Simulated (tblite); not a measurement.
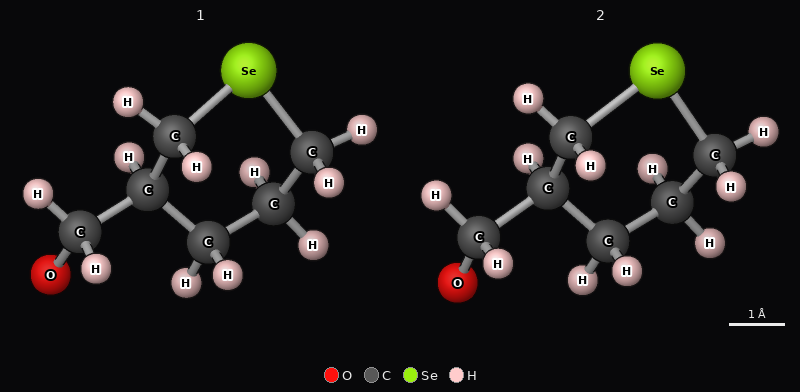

Two geometries of C₆H₁₁OSe (charge −1), drawn at one scale. One is the start of a relaxation, the other its converged end. The picture is a ball-and-stick view, seen from a free direction.

Theory: GFN2-xTB geometry optimisation, gas phase (tblite 0.8.0). 

Q: Which of the two is the end point?

A: Structure 2 is the relaxed one. The atom that moves furthest after the best rigid fit is the Se atom (0.23 Å). Largest moves by element: Se 0.23 Å, O 0.21 Å, H 0.13 Å, C 0.11 Å. Near-neighbour distances that change, for instance: C–Se 1.950 → 2.063 Å, C–O 1.396 → 1.293 Å, C–C 1.547 → 1.625 Å, C–C 1.545 → 1.478 Å. Bond angles that change, for instance: Se–C–H 110.1° → 103.3°, C–C–H 110.8° → 104.1°, O–C–H 108.5° → 115.0°. Over 52 geometry steps the energy falls by 0.406 eV.
